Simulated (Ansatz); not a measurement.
# Si₂GeH₈S: geometry optimisation

What shape does Si₂GeH₈S take? The plan is to relax it.

Program: Ansatz 0.2.0, Gaussian basis. Level of theory: RKS PBE0-D4/def2-TZVP. These are calculated values, not measurements.

Plan: relaxation at PBE-D4/def2-SVP; relaxation at PBE0-D4/def2-TZVP.

### 1 The starting structure

SMILES `[SiH3][SiH2][S][GeH3]`, 12 atoms, charge 0, spin multiplicity 1.

Atoms are counted from 1 here; the program's logs count them from 0.

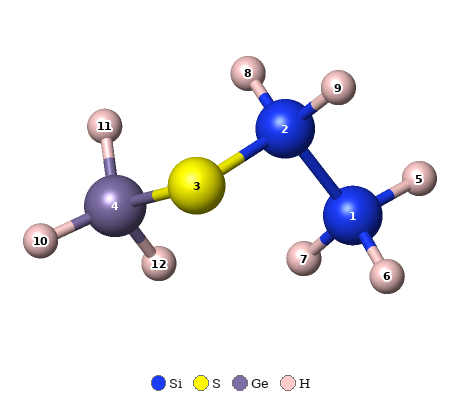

Start geometry, drawn with silicon blue, sulfur yellow, germanium purple, hydrogen pink; atoms are numbered from 1 in the order of the file.

Geometry (Å):

| atom | x (Å) | y (Å) | z (Å) |
| --- | --- | --- | --- |
| Si1 | -1.8453 | 0.5143 | 0.2681 |
| Si2 | -0.3785 | -0.9571 | 0.8850 |
| S3 | 1.4614 | 0.0145 | 1.3107 |
| Ge4 | 2.0845 | 0.2706 | -0.8270 |
| H5 | -3.1876 | -0.1136 | 0.0399 |
| H6 | -2.0228 | 1.5988 | 1.3024 |
| H7 | -1.4490 | 1.1956 | -0.9980 |
| H8 | -0.1599 | -1.9451 | -0.1772 |
| H9 | -0.8559 | -1.6059 | 2.1442 |
| H10 | 3.4418 | 0.8495 | -0.9164 |
| H11 | 1.9580 | -1.1159 | -1.5147 |
| H12 | 1.0301 | 1.2392 | -1.4831 |

The start is a force-field geometry with small random shifts, so a cheaper pass at PBE-D4/def2-SVP comes first.

### 2 Optimising with PBE-D4/def2-SVP (cheap first pass)

in.yaml reads:

```yaml
crystal:
  periodic: [false, false, false]
  atoms:
    - {symbol: Si, position_ang: [-1.845300, 0.514300, 0.268100]}
    - {symbol: Si, position_ang: [-0.378500, -0.957100, 0.885000]}
    - {symbol: S, position_ang: [1.461400, 0.014500, 1.310700]}
    - {symbol: Ge, position_ang: [2.084500, 0.270600, -0.827000]}
    - {symbol: H, position_ang: [-3.187600, -0.113600, 0.039900]}
    - {symbol: H, position_ang: [-2.022800, 1.598800, 1.302400]}
    - {symbol: H, position_ang: [-1.449000, 1.195600, -0.998000]}
    - {symbol: H, position_ang: [-0.159900, -1.945100, -0.177200]}
    - {symbol: H, position_ang: [-0.855900, -1.605900, 2.144200]}
    - {symbol: H, position_ang: [3.441800, 0.849500, -0.916400]}
    - {symbol: H, position_ang: [1.958000, -1.115900, -1.514700]}
    - {symbol: H, position_ang: [1.030100, 1.239200, -1.483100]}
basis:
  gaussian: {orbitals: def2-SVP}
hamiltonian: {xc: pbe, dispersion: d4}
relax: {f_tol: 0.03, max_steps: 200}
```

Launch:

```console
> ansatz run in.yaml --threads 4 --pin off --events-out ev --progress --plain --max-ram 10444MiB
```

Output:

```text
Functional definition: PBE
  name "PBE"
  cite "Perdew, Burke & Ernzerhof, Phys. Rev. Lett. 77, 3865 (1996) doi:10.1103/PhysRevLett.77.3865"
  parent pbe
  parameter kappa = 0.804
  parameter beta = 0.06672455060314922
  exchange = pbe_x(kappa = kappa, mu = beta*pi^2/3)
  correlation = pbe_c(beta = beta)
1412 factors; their error is unknown
mean field evaluation 1: about -83200.7176 eV, gradient 2.6e1 eV
mean field evaluation 2: about -83201.3621 eV, gradient 2.7e1 eV
mean field evaluation 4: about -83202.3218 eV, gradient 1.4e0 eV
mean field evaluation 8: about -83202.3334 eV, gradient 2.5e-2 eV
mean field evaluation 16: about -83202.2206 eV, gradient 3.4e-5 eV
mean field -83202.22059498 eV, -3057.6252103747 hartree, gradient 3.4e-5 eV, S^2 0.000000; 0 other end points of the search recorded, 0 dependent functions left out
the calculation of the forces begins
reference -83202.22063662 eV, -3057.6252119051 hartree; 42, 42 occupied and 84, 84 virtual orbitals, 1412 factors
relax step   1: F+E_penalty+E_count = -83202.58077725 eV  Δ(F+E_penalty+E_count) = +0.000e0 eV  max|allowed force component| = 1.839e0 eV/Å  Δτ_max = 0.0000 Å  (25 SCF iters, accepted)
these checks for a lower state are left out or cut short: starts, cluster_reference, orbital_swaps, neighbouring_geometries, increment
1412 factors; their error is unknown
mean field -83202.57114063 eV, -3057.6380926899 hartree, gradient 2.2e-5 eV, S^2 0.000000; 0 other end points of the search recorded, 0 dependent functions left out
the calculation of the forces begins
reference -83202.57118291 eV, -3057.6380942435 hartree; 42, 42 occupied and 84, 84 virtual orbitals, 1412 factors
relax step   2: F+E_penalty+E_count = -83202.91747430 eV  Δ(F+E_penalty+E_count) = -3.367e-1 eV  max|allowed force component| = 4.030e-1 eV/Å  Δτ_max = 0.1449 Å  (27 SCF iters, accepted)
these checks for a lower state are left out or cut short: starts, cluster_reference, orbital_swaps, neighbouring_geometries, increment
1412 factors; their error is unknown
mean field -83202.59472441 eV, -3057.6389593776 hartree, gradient 1.0e-5 eV, S^2 0.000000; 0 other end points of the search recorded, 0 dependent functions left out
the calculation of the forces begins
reference -83202.59476713 eV, -3057.6389609476 hartree; 42, 42 occupied and 84, 84 virtual orbitals, 1412 factors
relax step   3: F+E_penalty+E_count = -83202.93612555 eV  Δ(F+E_penalty+E_count) = -1.865e-2 eV  max|allowed force component| = 7.713e-2 eV/Å  Δτ_max = 0.0732 Å  (28 SCF iters, accepted)
these checks for a lower state are left out or cut short: starts, cluster_reference, orbital_swaps, neighbouring_geometries, increment
1412 factors; their error is unknown
mean field evaluation 32: about -83202.7122 eV, gradient 1.1e0 eV
mean field -83202.59940139 eV, -3057.6391312538 hartree, gradient 1.0e-5 eV, S^2 0.000000; 0 other end points of the search recorded, 0 dependent functions left out
the calculation of the forces begins
reference -83202.59944410 eV, -3057.6391328232 hartree; 42, 42 occupied and 84, 84 virtual orbitals, 1412 factors
relax step   4: F+E_penalty+E_count = -83202.94092449 eV  Δ(F+E_penalty+E_count) = -4.799e-3 eV  max|allowed force component| = 6.441e-2 eV/Å  Δτ_max = 0.0364 Å  (29 SCF iters, accepted)
these checks for a lower state are left out or cut short: starts, cluster_reference, orbital_swaps, neighbouring_geometries, increment
1412 factors; their error is unknown
mean field -83202.60008619 eV, -3057.6391564197 hartree, gradient 1.1e-5 eV, S^2 0.000000; 0 other end points of the search recorded, 0 dependent functions left out
the calculation of the forces begins
reference -83202.60012896 eV, -3057.6391579913 hartree; 42, 42 occupied and 84, 84 virtual orbitals, 1412 factors
relax step   5: F+E_penalty+E_count = -83202.94179498 eV  Δ(F+E_penalty+E_count) = -8.705e-4 eV  max|allowed force component| = 2.903e-2 eV/Å  Δτ_max = 0.0579 Å  (28 SCF iters, accepted)
1412 factors; their error is unknown
mean field evaluation 64: about -83202.6001 eV, gradient 3.4e-5 eV
mean field -83202.60008619 eV, -3057.6391564197 hartree, gradient 1.0e-5 eV, S^2 0.000000; 1 other end points of the search recorded, 0 dependent functions left out
the calculation of the forces begins
reference -83202.60012896 eV, -3057.6391579913 hartree; 42, 42 occupied and 84, 84 virtual orbitals, 1412 factors
Total energy: -83202.94183775 eV, -3057.6517155576 hartree
Atom 0 at    -1.993608     0.579389     0.263165 Å, force    -0.000113     0.000917    -0.002685 eV/Å
Atom 1 at    -0.386145    -1.007335     0.928715 Å, force    -0.017159    -0.012083     0.016150 eV/Å
Atom 2 at     1.541323    -0.068998     1.257333 Å, force     0.016812     0.029027     0.019088 eV/Å
Atom 3 at     2.132560     0.281344    -0.888621 Å, force     0.015604    -0.016454    -0.006368 eV/Å
Atom 4 at    -3.337352    -0.067137     0.044539 Å, force     0.000237    -0.003053    -0.000370 eV/Å
Atom 5 at    -2.125264     1.633840     1.328686 Å, force     0.004850    -0.002787    -0.002169 eV/Å
Atom 6 at    -1.565586     1.237043    -1.021314 Å, force    -0.004215     0.006836     0.000490 eV/Å
Atom 7 at    -0.266193    -2.109586    -0.093521 Å, force    -0.013890    -0.014159    -0.011594 eV/Å
Atom 8 at    -0.769117    -1.611966     2.252237 Å, force    -0.002351    -0.003141    -0.000788 eV/Å
Atom 9 at     3.557120     0.878543    -0.815280 Å, force     0.003153     0.007929    -0.000825 eV/Å
Atom 10 at     2.134689    -1.070468    -1.649221 Å, force    -0.002468     0.000744    -0.008037 eV/Å
Atom 11 at     1.154372     1.270230    -1.572817 Å, force    -0.000461     0.006224    -0.002892 eV/Å
Dipole moment:    -0.038180    -0.018162    -0.246904 e Å
```

It took 9 s on 4 threads of Arm Neoverse V2, shared host.

Along the way:

| step | energy from step 1 (eV) | largest force component (eV/Å) |
| --- | --- | --- |
| 1 | 0.0000 | 1.8387 |
| 2 | -0.3367 | 0.4030 |
| 3 | -0.3553 | 0.0771 |
| 4 | -0.3601 | 0.0644 |
| 5 | -0.3610 | 0.0290 |

Close pairs (by a distance rule), those that changed most:

| bond | before (Å) | after (Å) | change (Å) |
| --- | --- | --- | --- |
| Si1–Si2 | 2.167 | 2.355 | +0.187 |
| Ge4–H10 | 1.478 | 1.546 | +0.068 |
| Si2–S3 | 2.124 | 2.169 | +0.045 |
| Si2–H8 | 1.467 | 1.508 | +0.041 |
| Ge4–H12 | 1.575 | 1.550 | -0.025 |
| Si1–H7 | 1.491 | 1.505 | +0.014 |
| S3–Ge4 | 2.241 | 2.253 | +0.012 |
| Si2–H9 | 1.495 | 1.505 | +0.010 |

### 3 Optimising with PBE0-D4/def2-TZVP

in.yaml reads:

```yaml
crystal:
  periodic: [false, false, false]
  atoms:
    - {symbol: Si, position_ang: [-1.993608, 0.579389, 0.263165]}
    - {symbol: Si, position_ang: [-0.386145, -1.007335, 0.928715]}
    - {symbol: S, position_ang: [1.541323, -0.068998, 1.257333]}
    - {symbol: Ge, position_ang: [2.132560, 0.281344, -0.888621]}
    - {symbol: H, position_ang: [-3.337352, -0.067137, 0.044539]}
    - {symbol: H, position_ang: [-2.125264, 1.633840, 1.328686]}
    - {symbol: H, position_ang: [-1.565586, 1.237043, -1.021314]}
    - {symbol: H, position_ang: [-0.266193, -2.109586, -0.093521]}
    - {symbol: H, position_ang: [-0.769117, -1.611966, 2.252237]}
    - {symbol: H, position_ang: [3.557120, 0.878543, -0.815280]}
    - {symbol: H, position_ang: [2.134689, -1.070468, -1.649221]}
    - {symbol: H, position_ang: [1.154372, 1.270230, -1.572817]}
basis:
  gaussian: {orbitals: def2-TZVP}
hamiltonian: {xc: pbe0, dispersion: d4}
relax: {f_tol: 0.005, max_steps: 150}
```

Same command.

Output:

```text
Functional definition: PBE0
  name "PBE0"
  cite "Adamo & Barone, J. Chem. Phys. 110, 6158 (1999) doi:10.1063/1.478522"
  cite "Perdew, Burke & Ernzerhof, Phys. Rev. Lett. 77, 3865 (1996) doi:10.1103/PhysRevLett.77.3865"
  parent pbe
  parameter a = 0.25
  parameter kappa = 0.804
  parameter beta = 0.06672455060314922
  exchange = (1 - a)*pbe_x(kappa = kappa, mu = beta*pi^2/3) + a*exact_x
  correlation = pbe_c(beta = beta)
1560 factors; their error is unknown
mean field evaluation 1: about -83222.1624 eV, gradient 2.2e1 eV
mean field evaluation 2: about -83222.3811 eV, gradient 2.2e1 eV
mean field evaluation 4: about -83222.9906 eV, gradient 9.5e-1 eV
mean field evaluation 8: about -83223.3524 eV, gradient 1.8e-1 eV
mean field evaluation 16: about -83223.3524 eV, gradient 4.3e-5 eV
mean field -83223.35240778 eV, -3058.4017901715 hartree, gradient 4.3e-5 eV, S^2 0.000000; 0 other end points of the search recorded, 0 dependent functions left out
the calculation of the forces begins
reference -83223.35244681 eV, -3058.4017916057 hartree; 42, 42 occupied and 165, 165 virtual orbitals, 1560 factors
relax step   1: F+E_penalty+E_count = -83223.64837971 eV  Δ(F+E_penalty+E_count) = +0.000e0 eV  max|allowed force component| = 4.268e-1 eV/Å  Δτ_max = 0.0000 Å  (26 SCF iters, accepted)
these checks for a lower state are left out or cut short: starts, cluster_reference, orbital_swaps, neighbouring_geometries, increment
1560 factors; their error is unknown
mean field -83223.38118552 eV, -3058.4028477341 hartree, gradient 2.5e-5 eV, S^2 0.000000; 0 other end points of the search recorded, 0 dependent functions left out
the calculation of the forces begins
reference -83223.38122433 eV, -3058.4028491603 hartree; 42, 42 occupied and 165, 165 virtual orbitals, 1560 factors
relax step   2: F+E_penalty+E_count = -83223.67929817 eV  Δ(F+E_penalty+E_count) = -3.092e-2 eV  max|allowed force component| = 9.521e-2 eV/Å  Δτ_max = 0.0288 Å  (28 SCF iters, accepted)
these checks for a lower state are left out or cut short: starts, cluster_reference, orbital_swaps, neighbouring_geometries, increment
1560 factors; their error is unknown
mean field -83223.38214228 eV, -3058.4028828943 hartree, gradient 2.4e-5 eV, S^2 0.000000; 0 other end points of the search recorded, 0 dependent functions left out
the calculation of the forces begins
reference -83223.38218107 eV, -3058.4028843196 hartree; 42, 42 occupied and 165, 165 virtual orbitals, 1560 factors
relax step   3: F+E_penalty+E_count = -83223.68044736 eV  Δ(F+E_penalty+E_count) = -1.149e-3 eV  max|allowed force component| = 2.316e-2 eV/Å  Δτ_max = 0.0124 Å  (29 SCF iters, accepted)
these checks for a lower state are left out or cut short: starts, cluster_reference, orbital_swaps, neighbouring_geometries, increment
1560 factors; their error is unknown
mean field evaluation 32: about -83223.3824 eV, gradient 2.8e-1 eV
mean field -83223.38257219 eV, -3058.4028986930 hartree, gradient 1.9e-5 eV, S^2 0.000000; 0 other end points of the search recorded, 0 dependent functions left out
the calculation of the forces begins
reference -83223.38261098 eV, -3058.4029001187 hartree; 42, 42 occupied and 165, 165 virtual orbitals, 1560 factors
relax step   4: F+E_penalty+E_count = -83223.68073235 eV  Δ(F+E_penalty+E_count) = -2.850e-4 eV  max|allowed force component| = 9.354e-3 eV/Å  Δτ_max = 0.0059 Å  (23 SCF iters, accepted)
these checks for a lower state are left out or cut short: starts, cluster_reference, orbital_swaps, neighbouring_geometries, increment
1560 factors; their error is unknown
mean field -83223.38320068 eV, -3058.4029217897 hartree, gradient 2.5e-5 eV, S^2 0.000000; 0 other end points of the search recorded, 0 dependent functions left out
the calculation of the forces begins
reference -83223.38323948 eV, -3058.4029232156 hartree; 42, 42 occupied and 165, 165 virtual orbitals, 1560 factors
relax step   5: F+E_penalty+E_count = -83223.68085834 eV  Δ(F+E_penalty+E_count) = -1.260e-4 eV  max|allowed force component| = 7.654e-3 eV/Å  Δτ_max = 0.0225 Å  (28 SCF iters, accepted)
these checks for a lower state are left out or cut short: starts, cluster_reference, orbital_swaps, neighbouring_geometries, increment
1560 factors; their error is unknown
mean field -83223.38330986 eV, -3058.4029258021 hartree, gradient 1.5e-5 eV, S^2 0.000000; 0 other end points of the search recorded, 0 dependent functions left out
the calculation of the forces begins
reference -83223.38334867 eV, -3058.4029272282 hartree; 42, 42 occupied and 165, 165 virtual orbitals, 1560 factors
relax step   6: F+E_penalty+E_count = -83223.68089398 eV  Δ(F+E_penalty+E_count) = -3.564e-5 eV  max|allowed force component| = 1.637e-3 eV/Å  Δτ_max = 0.0053 Å  (23 SCF iters, accepted)
1560 factors; their error is unknown
mean field evaluation 64: about -83223.3833 eV, gradient 4.2e-4 eV
mean field -83223.38330986 eV, -3058.4029258021 hartree, gradient 1.5e-5 eV, S^2 0.000000; 1 other end points of the search recorded, 0 dependent functions left out
the calculation of the forces begins
reference -83223.38334867 eV, -3058.4029272282 hartree; 42, 42 occupied and 165, 165 virtual orbitals, 1560 factors
Total energy: -83223.68093278 eV, -3058.4138632428 hartree
Atom 0 at    -1.996065     0.581769     0.267481 Å, force     0.001290     0.000608    -0.000080 eV/Å
Atom 1 at    -0.377798    -0.981419     0.913568 Å, force     0.001072    -0.001512     0.000208 eV/Å
Atom 2 at     1.528125    -0.062228     1.238655 Å, force    -0.000502     0.001124    -0.000005 eV/Å
Atom 3 at     2.133346     0.265195    -0.878544 Å, force    -0.000072    -0.000635     0.000730 eV/Å
Atom 4 at    -3.311784    -0.084680     0.062880 Å, force     0.000423    -0.000024     0.000526 eV/Å
Atom 5 at    -2.135164     1.617514     1.324872 Å, force    -0.000631    -0.000282     0.000099 eV/Å
Atom 6 at    -1.597523     1.242838    -1.003815 Å, force     0.000111     0.000108     0.000392 eV/Å
Atom 7 at    -0.257993    -2.058079    -0.109756 Å, force    -0.000044     0.000766    -0.000605 eV/Å
Atom 8 at    -0.753858    -1.597700     2.213230 Å, force    -0.001637     0.000180     0.000358 eV/Å
Atom 9 at     3.544913     0.858308    -0.808110 Å, force    -0.000299     0.000398    -0.000065 eV/Å
Atom 10 at     2.133377    -1.079033    -1.621842 Å, force     0.000772    -0.000676    -0.000945 eV/Å
Atom 11 at     1.167223     1.242413    -1.564719 Å, force    -0.000485    -0.000054    -0.000613 eV/Å
Dipole moment:    -0.028582    -0.010259    -0.235640 e Å
```

Wall time 32 s (4 threads of Arm Neoverse V2, shared host); peak memory 0.71 GiB.

The steps of the relaxation:

| step | energy from step 1 (eV) | largest force component (eV/Å) |
| --- | --- | --- |
| 1 | 0.0000 | 0.4268 |
| 2 | -0.0309 | 0.0952 |
| 3 | -0.0321 | 0.0232 |
| 4 | -0.0324 | 0.0094 |
| 5 | -0.0325 | 0.0077 |
| 6 | -0.0325 | 0.0016 |

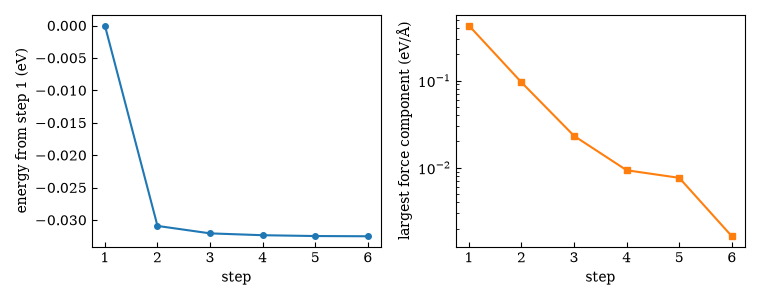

Energy and largest force along the relaxation.

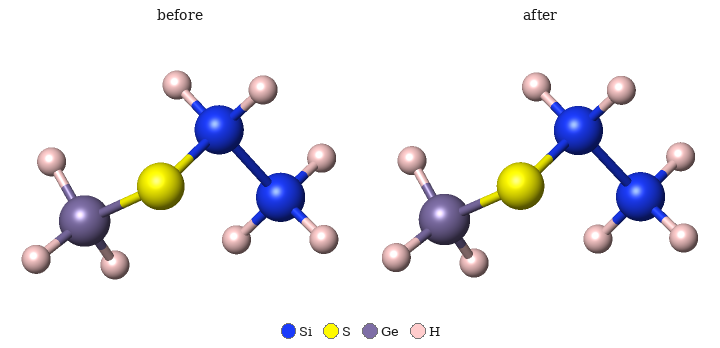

Before and after, at one scale.

Distances of close pairs at the start and the end, largest changes first:

| bond | before (Å) | after (Å) | change (Å) |
| --- | --- | --- | --- |
| Si2–S3 | 2.169 | 2.141 | -0.028 |
| S3–Ge4 | 2.253 | 2.226 | -0.027 |
| Si1–H6 | 1.505 | 1.487 | -0.018 |
| Si1–H5 | 1.507 | 1.489 | -0.018 |
| Si2–H9 | 1.505 | 1.487 | -0.018 |
| Si1–H7 | 1.505 | 1.487 | -0.018 |
| Si2–H8 | 1.508 | 1.490 | -0.018 |
| Ge4–H11 | 1.551 | 1.536 | -0.015 |

Mulliken charges of the relaxed molecule (report file):

| atom | value (e) |
| --- | --- |
| Si1 | 0.03 |
| Si2 | 0.15 |
| S3 | -0.34 |
| Ge4 | 0.12 |
| H5 | -0.01 |
| H6 | 0.00 |
| H7 | -0.01 |
| H8 | -0.01 |
| H9 | 0.00 |
| H10 | 0.03 |
| H11 | 0.03 |
| H12 | 0.03 |

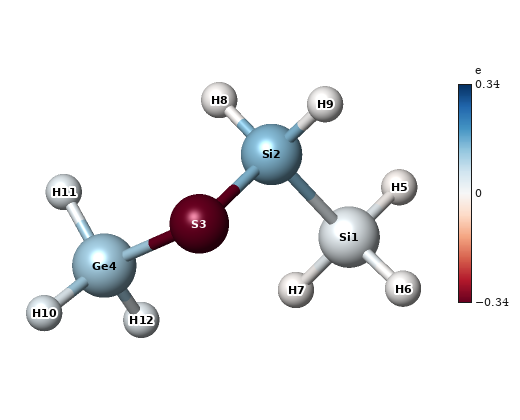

Mulliken charges of the relaxed molecule (report file), as colours on the atoms.

### 4 Outcome

```
                  quantity           value
               point group              C1
                     steps           5 + 6
shift from the start (rms)         0.141 Å
              total energy  -83223.6809 eV
           dispersion term        -298 meV
             dipole moment          1.14 D
```

The relaxed geometry lies 0.14 Å (rms) from the start; the bond that changed most is Si1–Si2, from 2.167 to 2.341 Å. No vibrations were run, so it is not proven to be a minimum. The largest Mulliken charge, -0.34 e, sits on S3.
